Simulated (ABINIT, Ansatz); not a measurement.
# LiNbO3 (R3c): G0W0 with ABINIT, start to end, part 2 of 3

Aim: the G0W0 gap of LiNbO3 (R3c) on PBE, step by step.

ABINIT 10.8.3; PBE and many-body steps on it, plane waves. Known limits of the many-body steps: not at the basis limit; no spin-orbit coupling.

So far. Step 2 (Ground state): The gap is indirect, with the least direct gap 0.011 eV higher.

## (3) Bands along the symmetry lines

Level of this step: DFT, PBE, plane waves, norm-conserving pseudopotentials (ABINIT).

The cheap functional maps the bands first; the places of the edges decide which points the dearer methods must see.

Input file run.abi:

```
acell 3*1.0 Angstrom
rprim 
  2.575800000019 1.487138823389 4.623000000000
  -2.575800000018 1.487138823389 4.623000000000
  0.000000000000 -2.974277646779 4.623000000000
ntypat 3
znucl 3 41 8
natom 10
typat 1 1 2 2 3 3 3 3 3 3
xred 
  0.281500000000 0.281500000000 0.281500000000
  0.781500000000 0.781500000000 0.781500000000
  0.000055000000 0.000055000000 0.000055000000
  0.500055000000 0.500055000000 0.500055000000
  0.112310000000 0.358360000000 0.719590000000
  0.719590000000 0.112310000000 0.358360000000
  0.358360000000 0.719590000000 0.112310000000
  0.219590000000 0.858360000000 0.612310000000
  0.858360000000 0.612310000000 0.219590000000
  0.612310000000 0.219590000000 0.858360000000
pp_dirpath "pseudos"
pseudos "Li.upf, Nb.upf, O.upf"
ecut 37
iscf -2
irdden 1
kptopt 0
nkpt 31
kpt 
  0.00000000 0.00000000 0.00000000
  -0.12500000 -0.12500000 -0.12500000
  -0.25000000 -0.25000000 -0.25000000
  -0.37500000 -0.37500000 -0.37500000
  -0.50000000 -0.50000000 -0.50000000
  -0.50000000 -0.43391329 -0.56608671
  -0.50000000 -0.36782657 -0.63217342
  -0.50000000 -0.30173986 -0.69826014
  -0.50000000 -0.23565315 -0.76434685
  -0.23565315 0.23565315 -0.50000000
  -0.17673986 0.17673986 -0.50000000
  -0.11782658 0.11782658 -0.50000000
  -0.05891329 0.05891329 -0.50000000
  0.00000000 0.00000000 -0.50000000
  0.00000000 0.00000000 -0.37500000
  0.00000000 0.00000000 -0.25000000
  0.00000000 0.00000000 -0.12500000
  0.00000000 0.00000000 0.00000000
  0.00000000 0.09195664 -0.09195664
  0.00000000 0.18391329 -0.18391329
  0.00000000 0.27586993 -0.27586993
  0.00000000 0.36782657 -0.36782657
  -0.36782657 0.00000000 -0.63217343
  -0.40086993 0.00000000 -0.59913007
  -0.43391329 0.00000000 -0.56608671
  -0.46695664 0.00000000 -0.53304336
  -0.50000000 0.00000000 -0.50000000
  -0.37500000 0.00000000 -0.37500000
  -0.25000000 0.00000000 -0.25000000
  -0.12500000 0.00000000 -0.12500000
  0.00000000 0.00000000 0.00000000
istwfk *1
nband 41
nbdbuf 2
tolwfr 1e-08
nstep 40
prtwf 0
prtvol 0
indata_prefix "in"
outdata_prefix "out"
tmpdata_prefix "tmp"
```

On the command line:

```bash
> OMP_NUM_THREADS=1 mpirun -n 16 abinit run.abi > log
```

Numbers of over 12 decimals in the logs are rounded to 6 here.

Log:

```text
.Version 10.8.3 of ABINIT. v10.8.2 released Aug 2026.

 Symmetries : space group R3 c (#161); Bravais hR (rhombohedral)
[... echo of the input left out ...]
== DATASET  1 ==================================================================
-   mpi_nproc: 16, omp_nthreads: 1 (-1 if OMP is not activated)

--- !DatasetInfo
iteration_state: {dtset: 1, }
dimensions: {natom: 10, nkpt: 31, mband: 41, nsppol: 1, nspinor: 1, nspden: 1, mpw: 7739, }
cutoff_energies: {ecut:  37.0, pawecutdg:  -1.0, }
electrons: {nelect:   6.80000000E+01, charge:   0.00000000E+00, occopt:   1.00000000E+00, tsmear:   1.00000000E-02, }

 Real(R)+Recip(G) space primitive vectors, cartesian coordinates (Bohr,Bohr^-1):
 R(1)=  4.8675566  2.8102851  8.7362039  G(1)=  0.1027209  0.0593060  0.0381554
 R(2)= -4.8675566  2.8102851  8.7362039  G(2)= -0.1027209  0.0593060  0.0381554
 R(3)=  0.0000000 -5.6205702  8.7362039  G(3)=  0.0000000 -0.1186119  0.0381554
 Unit cell volume ucvol=  7.1702681E+02 bohr^3
 Angles (23,13,12)=  5.58832370E+01  5.58832370E+01  5.58832370E+01 degrees

 getcut: wavevector=  0.0000  0.0000  0.0000  ngfft=  60  60  60
         ecut(hartree)=     37.000   => boxcut(ratio)=   2.10943

--- Pseudopotential description ------------------------------------------------
- Li Generated using ONCVPSP code by D. R. Hamann
-  3.00000   3.00000  171031                  znucl, zion, pspdat
12 -101130 1 -1 1944                          pspcod,pspxc,lmax,lloc,mmax
     nproj     2     2     0
  pspatm : epsatm=    2.74360059
         --- l  ekb(1:nproj) -->
             0   -4.951544   -1.544797
             1   -2.250661   -0.474685
 pspatm: atomic psp has been read  and splines computed

- Nb Generated using ONCVPSP code by D. R. Hamann
- 41.00000  13.00000  171031                  znucl, zion, pspdat
12 -101130 2 -1 1680                          pspcod,pspxc,lmax,lloc,mmax
     nproj     2     2     2
  pspatm : epsatm=   15.70506314
         --- l  ekb(1:nproj) -->
             0   12.947070    1.341137
[...]
pspatm: atomic psp has been read  and splines computed

- O Generated using ONCVPSP code by D. R. Hamann
-  8.00000   6.00000  171031                  znucl, zion, pspdat
12 -101130 2 -1 936                           pspcod,pspxc,lmax,lloc,mmax
     nproj     2     2     1
  pspatm : epsatm=    6.19545534
         --- l  ekb(1:nproj) -->
[...]
2   -1.331955
 pspatm: atomic psp has been read  and splines computed

--------------------------------------------------------------------------------

================================================================================
 prteigrs : about to open file out_EIG
 Non-SCF case, kpt    1 (  0.00000  0.00000  0.00000), residuals and eigenvalues=
  8.73E-09  6.33E-09  1.03E-09  7.62E-09  2.55E-09  3.88E-09  8.24E-09  2.66E-09
[...]
3.1460E-01  3.5543E-01  3.5543E-01  3.6172E-01  4.3407E-01

--- !ResultsGS
iteration_state: {dtset: 1, }
comment   : Summary of ground state results
lattice_vectors:
- [  4.8675566,   2.8102851,   8.7362039, ]
- [ -4.8675566,   2.8102851,   8.7362039, ]
- [  0.0000000,  -5.6205702,   8.7362039, ]
lattice_lengths: [  10.38807,   10.38807,   10.38807, ]
lattice_angles: [ 55.883,  55.883,  55.883, ] # degrees, (23, 13, 12)
lattice_volume:   7.1702681E+02
convergence: {deltae:  0.000E+00, res2:  0.000E+00, residm:  9.972E-09, diffor:  0.000E+00, }
etotal    :  -2.38672274E+02
entropy   :   0.00000000E+00
fermie    :   1.64720858E-01
cartesian_stress_tensor: null
pressure_GPa: null
xred      :
- [  2.8150E-01,   2.8150E-01,   2.8150E-01, Li]
- [  7.8150E-01,   7.8150E-01,   7.8150E-01, Li]
- [  5.5000E-05,   5.5000E-05,   5.5000E-05, Nb]
- [  5.0006E-01,   5.0005E-01,   5.0005E-01, Nb]
- [  1.1231E-01,   3.5836E-01,   7.1959E-01,  O]
- [  7.1959E-01,   1.1231E-01,   3.5836E-01,  O]
- [  3.5836E-01,   7.1959E-01,   1.1231E-01,  O]
- [  2.1959E-01,   8.5836E-01,   6.1231E-01,  O]
- [  8.5836E-01,   6.1231E-01,   2.1959E-01,  O]
- [  6.1231E-01,   2.1959E-01,   8.5836E-01,  O]
cartesian_forces: null
force_length_stats: {min: null, max: null, mean: null, }

 Integrated electronic density in atomic spheres:
 ------------------------------------------------
 Atom  Sphere_radius  Integrated_density
[...]
================================================================================

 ----iterations are completed or convergence reached----

 Mean square residual over all n,k,spin=   57.608E-10; max=  99.724E-10
 reduced coordinates (array xred) for   10 atoms
[...]
0.858360000000      0.612310000000      0.219590000000
       0.612310000000      0.219590000000      0.858360000000

 cartesian coordinates (angstrom) at end:
    1      2.8e-13    -2.8e-13     3.904123
    2      7.8e-13    -7.8e-13    10.838624
    3      0.000000    -0.000000     0.000762795
[...]
9      0.633776     1.533969     7.814072
   10      1.011568    -1.315850     7.814072
 length scales=  1.889726125908  1.889726125908  1.889726125908 bohr
              =  1.000000000000  1.000000000000  1.000000000000 angstroms
 prteigrs : about to open file out_EIG
 Eigenvalues (hartree) for nkpt=  31  k points:
 kpt#   1, nband= 41, wtk=  1.00000, kpt=  0.0000  0.0000  0.0000 (reduced coord)
[...]
kpt#   2, nband= 41, wtk=  1.00000, kpt= -0.1250 -0.1250 -0.1250 (reduced coord)
[...]
kpt#   3, nband= 41, wtk=  1.00000, kpt= -0.2500 -0.2500 -0.2500 (reduced coord)
[...]
kpt#  30, nband= 41, wtk=  1.00000, kpt= -0.1250  0.0000 -0.1250 (reduced coord)
[...]
0.44275
 kpt#  31, nband= 41, wtk=  1.00000, kpt=  0.0000  0.0000  0.0000 (reduced coord)
[...]
0.09047    0.12019    0.13192    0.13192    0.13914    0.13922    0.13922    0.14707
   0.16446    0.16446    0.29743    0.29743    0.31460    0.35543    0.35543    0.36172
   0.43407

== END DATASET(S) ==============================================================
================================================================================

 -outvars: echo values of variables after computation  --------
            nband          41
             nkpt          31
          spgroup         161
 [... the other variables as echoed above ...]

 Calculation completed.
```

Wall time 22 s (16 MPI ranks of Arm Neoverse V2, shared host); peak memory 1.4 GiB; 5.8 min of CPU time.

Numbers from this step:

```
gap                        : 3.585 eV
k of the valence top       : -0.125, -0.125, -0.125
k of the conduction bottom : -0.125, 0, -0.125
least direct gap           : 3.618 eV
```

The gap is 3.585 eV, −0.022 eV from the run before at this level.

Electronic bands along the path, in eV, zero at the top of the highest filled band:

```csv
point,band 31,band 32,band 33,band 34,band 35,band 36,band 37,band 38
Γ,-0.70,-0.48,-0.01,-0.01,3.61,3.61,4.08,5.19
T,-0.32,-0.32,-0.32,-0.32,4.66,4.66,4.86,4.86
H2,-0.58,-0.58,-0.26,-0.26,3.93,3.93,4.77,4.77
jump to H0,-0.58,-0.58,-0.26,-0.26,3.93,3.93,4.77,4.77
L,-0.30,-0.30,-0.22,-0.22,3.91,3.91,4.74,4.74
Γ,-0.70,-0.48,-0.01,-0.01,3.61,3.61,4.08,5.19
S0,-0.71,-0.50,-0.40,-0.11,3.59,4.11,4.70,4.78
jump to S2,-0.71,-0.50,-0.40,-0.11,3.59,4.11,4.70,4.78
F,-0.71,-0.65,-0.48,-0.19,3.70,4.18,4.63,4.68
Γ,-0.70,-0.48,-0.01,-0.01,3.61,3.61,4.08,5.19
```

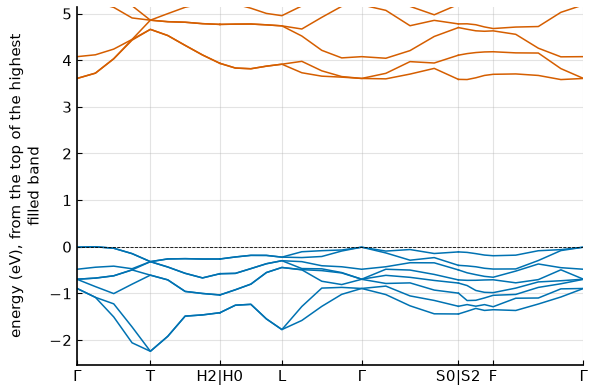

Electronic bands along the path; lines of filled and empty bands in two colours.

## (4) Empty states on the mesh, 4×4×4 mesh, 574 bands

The sums over transitions need many empty states on a uniform mesh; this step solves for them.

Input file run.abi:

```
acell 3*1.0 Angstrom
rprim 
  2.575800000019 1.487138823389 4.623000000000
  -2.575800000018 1.487138823389 4.623000000000
  0.000000000000 -2.974277646779 4.623000000000
ntypat 3
znucl 3 41 8
natom 10
typat 1 1 2 2 3 3 3 3 3 3
xred 
  0.281500000000 0.281500000000 0.281500000000
  0.781500000000 0.781500000000 0.781500000000
  0.000055000000 0.000055000000 0.000055000000
  0.500055000000 0.500055000000 0.500055000000
  0.112310000000 0.358360000000 0.719590000000
  0.719590000000 0.112310000000 0.358360000000
  0.358360000000 0.719590000000 0.112310000000
  0.219590000000 0.858360000000 0.612310000000
  0.858360000000 0.612310000000 0.219590000000
  0.612310000000 0.219590000000 0.858360000000
pp_dirpath "pseudos"
pseudos "Li.upf, Nb.upf, O.upf"
ecut 37
ngkpt 4 4 4
nshiftk 1
shiftk 0 0 0
kptopt 1
chksymbreak 0
iscf -2
irdden 1
istwfk *1
nband 574
nbdbuf 52
tolwfr 1e-09
nstep 60
prtvol 0
indata_prefix "in"
outdata_prefix "out"
tmpdata_prefix "tmp"
```

Log:

```text
.Version 10.8.3 of ABINIT. v10.8.2 released Aug 2026.

 Symmetries : space group R3 c (#161); Bravais hR (rhombohedral)
[... echo of the input left out ...]
== DATASET  1 ==================================================================
-   mpi_nproc: 16, omp_nthreads: 1 (-1 if OMP is not activated)
-    --> not optimal distribution: autoparal keyword recommended in input file <--

--- !DatasetInfo
iteration_state: {dtset: 1, }
dimensions: {natom: 10, nkpt: 13, mband: 574, nsppol: 1, nspinor: 1, nspden: 1, mpw: 7739, }
cutoff_energies: {ecut:  37.0, pawecutdg:  -1.0, }
electrons: {nelect:   6.80000000E+01, charge:   0.00000000E+00, occopt:   1.00000000E+00, tsmear:   1.00000000E-02, }

 Real(R)+Recip(G) space primitive vectors, cartesian coordinates (Bohr,Bohr^-1):
 R(1)=  4.8675566  2.8102851  8.7362039  G(1)=  0.1027209  0.0593060  0.0381554
 R(2)= -4.8675566  2.8102851  8.7362039  G(2)= -0.1027209  0.0593060  0.0381554
 R(3)=  0.0000000 -5.6205702  8.7362039  G(3)=  0.0000000 -0.1186119  0.0381554
 Unit cell volume ucvol=  7.1702681E+02 bohr^3
 Angles (23,13,12)=  5.58832370E+01  5.58832370E+01  5.58832370E+01 degrees

 getcut: wavevector=  0.0000  0.0000  0.0000  ngfft=  60  60  60
         ecut(hartree)=     37.000   => boxcut(ratio)=   2.10943

--- Pseudopotential description ------------------------------------------------
- Li Generated using ONCVPSP code by D. R. Hamann
-  3.00000   3.00000  171031                  znucl, zion, pspdat
12 -101130 1 -1 1944                          pspcod,pspxc,lmax,lloc,mmax
     nproj     2     2     0
  pspatm : epsatm=    2.74360059
         --- l  ekb(1:nproj) -->
             0   -4.951544   -1.544797
             1   -2.250661   -0.474685
 pspatm: atomic psp has been read  and splines computed

- Nb Generated using ONCVPSP code by D. R. Hamann
- 41.00000  13.00000  171031                  znucl, zion, pspdat
12 -101130 2 -1 1680                          pspcod,pspxc,lmax,lloc,mmax
     nproj     2     2     2
  pspatm : epsatm=   15.70506314
         --- l  ekb(1:nproj) -->
             0   12.947070    1.341137
[...]
pspatm: atomic psp has been read  and splines computed

- O Generated using ONCVPSP code by D. R. Hamann
-  8.00000   6.00000  171031                  znucl, zion, pspdat
12 -101130 2 -1 936                           pspcod,pspxc,lmax,lloc,mmax
     nproj     2     2     1
  pspatm : epsatm=    6.19545534
         --- l  ekb(1:nproj) -->
[...]
2   -1.331955
 pspatm: atomic psp has been read  and splines computed

--------------------------------------------------------------------------------

================================================================================
 prteigrs : about to open file out_EIG
 Non-SCF case, kpt    1 (  0.00000  0.00000  0.00000), residuals and eigenvalues=
[...]
2.87E-04  6.25E-04  6.35E-04  1.07E-03  1.39E-03  1.32E-03
 -1.8241E+00 -1.8236E+00 -1.3995E+00 -1.3994E+00 -9.5452E-01 -9.5452E-01
 -9.5151E-01 -9.4868E-01 -9.4868E-01 -9.4465E-01 -4.5643E-01 -4.3193E-01
[...]
6.0342E+00  6.0472E+00  6.0474E+00  6.0689E+00  6.0692E+00  6.0700E+00
  6.0845E+00  6.1108E+00  6.1331E+00  6.1529E+00
 prteigrs : prtvol=0 or 1, do not print more k-points.

--- !ResultsGS
iteration_state: {dtset: 1, }
comment   : Summary of ground state results
lattice_vectors:
- [  4.8675566,   2.8102851,   8.7362039, ]
- [ -4.8675566,   2.8102851,   8.7362039, ]
- [  0.0000000,  -5.6205702,   8.7362039, ]
lattice_lengths: [  10.38807,   10.38807,   10.38807, ]
lattice_angles: [ 55.883,  55.883,  55.883, ] # degrees, (23, 13, 12)
lattice_volume:   7.1702681E+02
convergence: {deltae:  0.000E+00, res2:  0.000E+00, residm:  9.986E-10, diffor:  0.000E+00, }
etotal    :  -2.38672274E+02
entropy   :   0.00000000E+00
fermie    :   1.64720858E-01
cartesian_stress_tensor: null
pressure_GPa: null
xred      :
- [  2.8150E-01,   2.8150E-01,   2.8150E-01, Li]
- [  7.8150E-01,   7.8150E-01,   7.8150E-01, Li]
- [  5.5000E-05,   5.5000E-05,   5.5000E-05, Nb]
- [  5.0006E-01,   5.0005E-01,   5.0005E-01, Nb]
- [  1.1231E-01,   3.5836E-01,   7.1959E-01,  O]
- [  7.1959E-01,   1.1231E-01,   3.5836E-01,  O]
- [  3.5836E-01,   7.1959E-01,   1.1231E-01,  O]
- [  2.1959E-01,   8.5836E-01,   6.1231E-01,  O]
- [  8.5836E-01,   6.1231E-01,   2.1959E-01,  O]
- [  6.1231E-01,   2.1959E-01,   8.5836E-01,  O]
cartesian_forces: null
force_length_stats: {min: null, max: null, mean: null, }

 Integrated electronic density in atomic spheres:
 ------------------------------------------------
 Atom  Sphere_radius  Integrated_density
[...]
================================================================================

 ----iterations are completed or convergence reached----

 Mean square residual over all n,k,spin=   27.145E-11; max=  99.859E-11
 reduced coordinates (array xred) for   10 atoms
[...]
0.858360000000      0.612310000000      0.219590000000
       0.612310000000      0.219590000000      0.858360000000

 cartesian coordinates (angstrom) at end:
    1      2.8e-13    -2.8e-13     3.904123
    2      7.8e-13    -7.8e-13    10.838624
[...]
9      0.633776     1.533969     7.814072
   10      1.011568    -1.315850     7.814072
 length scales=  1.889726125908  1.889726125908  1.889726125908 bohr
              =  1.000000000000  1.000000000000  1.000000000000 angstroms
 prteigrs : about to open file out_EIG
 Eigenvalues (hartree) for nkpt=  13  k points:
 kpt#   1, nband=574, wtk=  0.01563, kpt=  0.0000  0.0000  0.0000 (reduced coord)
[...]
5.95151    5.95152    5.95778    5.95837    5.95838    5.96983    5.96983    5.98198
   6.00577    6.00579    6.01795    6.02168    6.03419    6.04720    6.04738    6.06893
   6.06917    6.07003    6.08447    6.11077    6.13308    6.15288
 prteigrs : prtvol=0 or 1, do not print more k-points.

== END DATASET(S) ==============================================================
================================================================================

 -outvars: echo values of variables after computation  --------
            nband         574
             nkpt          13
          spgroup         161
 [... the other variables as echoed above ...]

 Calculation completed.
```

The job ended after 7.6 min (16 MPI ranks; peak memory 2.5 GiB).

Numbers from this step:

| Item | Value |
| --- | --- |
| gap | 3.616 eV |
| k of the valence top | 0, 0, 0 |
| k of the conduction bottom | 0.5, 0.25, 0 |
| least direct gap | 3.618 eV |
| k points computed | 13 |
| lowest point of the top converged band, above the valence top | 149.6852 eV |

On this mesh the gap is 3.616 eV.

## (5) Screening, 4×4×4 mesh, 233 bands, screening to 141.5 eV

The RPA dielectric matrix is built and inverted for each q.

This step: RPA screening on PBE, plane waves, norm-conserving pseudopotentials.

Edit run.abi of step 4 so:

```diff
@@ -28,10 +28,11 @@
 chksymbreak 0
-iscf -2
-irdden 1
 istwfk *1
-nband 574
-nbdbuf 52
-tolwfr 1e-09
-nstep 60
-prtvol 0
+occopt 1
+irdwfk 1
+optdriver 3
+nband 233
+ecuteps 5.2
+inclvkb 2
+awtr 1
+symchi 1
 indata_prefix "in"
```

Log:

```text
.Version 10.8.3 of ABINIT. v10.8.2 released Aug 2026.

 Symmetries : space group R3 c (#161); Bravais hR (rhombohedral)
[... echo of the input left out ...]
== DATASET  1 ==================================================================
-   mpi_nproc: 16, omp_nthreads: 1 (-1 if OMP is not activated)

--- !DatasetInfo
iteration_state: {dtset: 1, }
dimensions: {natom: 10, nkpt: 13, mband: 233, nsppol: 1, nspinor: 1, nspden: 1, mpw: 7739, }
cutoff_energies: {ecut:  37.0, pawecutdg:  -1.0, }
electrons: {nelect:   6.80000000E+01, charge:   0.00000000E+00, occopt:   1.00000000E+00, tsmear:   1.00000000E-02, }

 SCREENING: Calculation of the susceptibility and dielectric matrices

 Based on a program developped by R.W. Godby, V. Olevano, G. Onida, and L. Reining.
 Incorporated in ABINIT by V. Olevano, G.-M. Rignanese, and M. Torrent.
.Using double precision arithmetic ; gwpc =  8

[... cell and pseudopotentials left out ...]
--------------------------------------------------------------------------------

 ==== K-mesh for the wavefunctions ====
 Number of points in the irreducible wedge :    13
[... list of points left out ...]
 Together with  6 symmetry operations and time-reversal symmetry
 yields    64 points in the full Brillouin Zone.

 ==== Q-mesh for the screening function ====
 Number of points in the irreducible wedge :    13
[... list of points left out ...]
 Together with  6 symmetry operations and time-reversal symmetry
 yields    64 points in the full Brillouin Zone.

 setmesh: FFT mesh size selected  =    40x   40x   40
          total number of points  =        64000

 vcoul_init : cutoff-mode = AUXILIARY_FUNCTION
 q-points for optical limit:   1
     1)      0.000010    0.000020    0.000030

- screening: taking advantage of time-reversal symmetry
- Maximum band index for partially occupied states nbvw = 34
- Remaining bands to be divided among processors   nbcw = 199
- Number of bands treated by each node ~12

 Number of electrons calculated from density =   68.0000; Expected =   68.0000
 average of density, n =  0.094836
 r_s =    1.3603
 omega_plasma =   29.7059 [eV]

 calculating chi0 at frequencies [eV] :
  1    0.000000E+00    0.000000E+00
  2    0.000000E+00    2.970588E+01

--------------------------------------------------------------------------------
  q-point number  1        q = ( 0.000000, 0.000000, 0.000000) [r.l.u.]
--------------------------------------------------------------------------------
[... chi0 elements left out ...]
 For q-point:  0.000010 0.000020 0.000030
  dielectric constant =   5.0180
  dielectric constant without local fields =   5.6246

  Average fulfillment of the sum rule on Im[epsilon] for q-point    1 :     70.46  [%]
[... wings left out ...]
  q-point number  2        q = ( 0.250000, 0.000000, 0.000000) [r.l.u.]
--------------------------------------------------------------------------------
[... chi0 elements left out ...]
  Average fulfillment of the sum rule on Im[epsilon] for q-point    2 :     78.30  [%]

 [... 11 further q-points ...]
```

Run time: 6.6 min. Hardware: 16 MPI ranks; peak memory 13 GiB; 1.8 h of CPU time.

This step gave:

| Quantity | Value |
| --- | --- |
| ε∞ with local fields, on this mesh, along the program's q direction | 5.018 |
| the same without local fields | 5.625 |
| plasma frequency | 29.71 eV |
| plane waves in the screening matrix | 405 |

Local fields lower ε∞ by 11 %.

[end of part 2 of 3]

[Paths, hosts, dates, memory and timing lines, banners, echoed tables and standing remarks are left out of the program output.]

[Logs are printed without paths, hosts, clocks, repeated set-up lines and the standing remarks that a program may print on its own settings, such as how far it seeks lower states.]

[Runs of the session that timed out or met a known fault of the program may be left out.]

[Hosts, paths, dates, database ids (printed as entryN), source tags and the programs' standing remarks are cut or masked in the printed files.]

[G0W0 gaps are taken among the corrected bands and points alone; a level outside them can change the order at an edge.]

[Where Ansatz stands beside ABINIT at settings called matched, ABINIT's density can come from a denser mesh and the files from another edition; pairs whose starting gaps differed by over 0.03 eV were left out, so agreement reads better than it is.]
